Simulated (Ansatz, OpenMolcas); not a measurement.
**A ladder of methods for BCl2 (SMILES Cl[B]Cl)**

BCl2: 3 atoms, total charge 0, spin state doublet. SMILES: `Cl[B]Cl`. The coordinates come from a PBE0-D4/def2-TZVP relaxation.

```
atom    x (Å)    y (Å)    z (Å)
  Cl   0.3715  -1.5256   0.0300
   B  -0.4639  -0.0503  -0.2569
  Cl   0.0815   1.5111   0.2137
```

Each level gives the energy change with the Cl1–B2 bond stretched from 1.720 to 2.579 Å (eV). The values are calculated.

| level | kind | program | value (eV) | less FCI/STO-3G | CPU time (all runs) |
| --- | --- | --- | --- | --- | --- |
| USVWN5/STO-3G | LDA | Ansatz | 2.96 | +0.24 | 3 s |
| U-revPBE/STO-3G | GGA | Ansatz | 2.54 | -0.18 | 5.4 s |
| U-r2SCAN/STO-3G | meta-GGA | OpenMolcas | 2.83 | +0.11 | 10 s |
| UB3LYP/STO-3G | global hybrid | OpenMolcas | 2.67 | -0.05 | 8.4 s |
| UHSE06/STO-3G | range-separated hybrid | Ansatz | 2.95 | +0.23 | 4.9 s |
| UMP2/STO-3G | perturbation theory | Ansatz | 3.16 | +0.44 | 1.1 s |
| CASSCF(3,3)/STO-3G | multireference | OpenMolcas | 2.57 | -0.15 | 2.8 s |
| UCCSD(T)/STO-3G | coupled cluster or CI | Ansatz | 2.73 | +0.01 | 1.7 s |
| UCCSDT(Q)/STO-3G | coupled cluster or CI | Ansatz | 2.72 | 0.00 | 8.4 s |
| FCI/STO-3G | exact in the basis | Ansatz | 2.72 | 0.00 | 2.5 s |

FCI/STO-3G is exact within its basis and frozen core, so for wave-function methods in that basis the difference is their error; functionals converge differently with the basis, so for them it is only a difference. The first shape isn't each level's own minimum. The values span 2.54 to 3.16 eV. Spin contamination of the reference (⟨S²⟩ at least 0.1 too high) touches UMP2/STO-3G, UCCSD(T)/STO-3G, UCCSDT(Q)/STO-3G. All rows use very small basis sets, so even the best lies far from the true value. CPU times are rough (shared hosts, several kinds of processor): they show what a rung costs within a factor of a few.

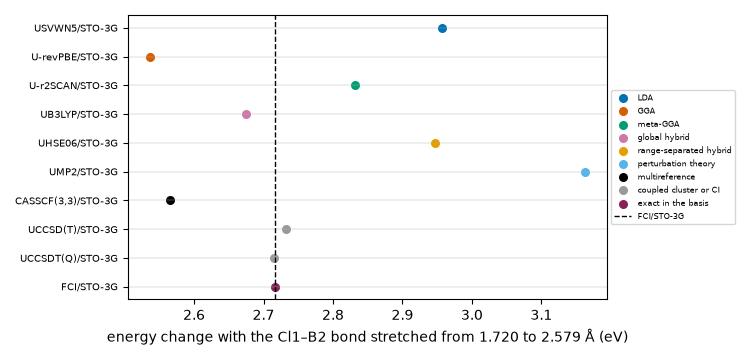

The values of the table, level by level.
